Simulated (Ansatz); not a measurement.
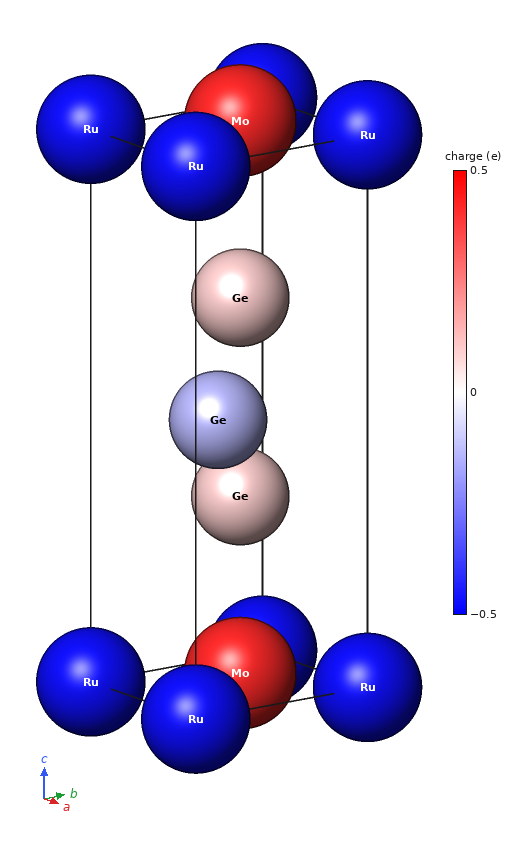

A spheres-only rendering, viewed slightly off an axis. The edges of the simulation cell are marked. The atoms of this Ge$_{3}$MoRu cell are coloured by their Bader charge.

Level of theory and settings: DFT PBE, scalar-relativistic, plane waves, PAW in Ansatz, an energy cutoff of 420 eV, a 12×12×6 grid in reciprocal space, Gaussian smearing of 0.1 eV, no spin polarisation.

> What do the colours say about charge transfer?

Most positive: Mo; most negative: Ru. Charges: about Ge -0.1 to +0.1 e; Mo +0.4 e; Ru -0.5 e.

The model was built from a random cell made by a generator, so it need not be a real form of the compound. Earlier steps of the study may have refined or changed the cell and positions. It was run through Ansatz as a DFT input.
